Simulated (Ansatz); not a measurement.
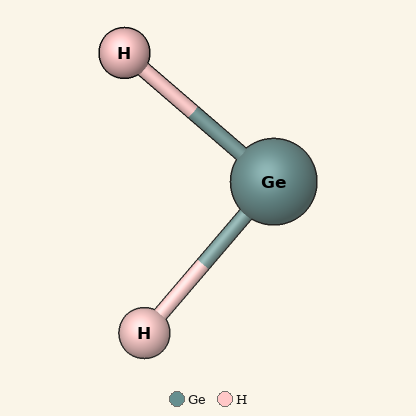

All atoms lie in one plane, which faces the viewer. The computed structure is the end point of a PBE0-D4/def2-TZVP optimisation.

Q: Which symmetry elements does this geometry have?

A: It has 1 C2 axis and 2 mirror planes, so the point group is C2v. The group has 4 operations. The geometry is achiral, and symmetry allows a dipole moment.
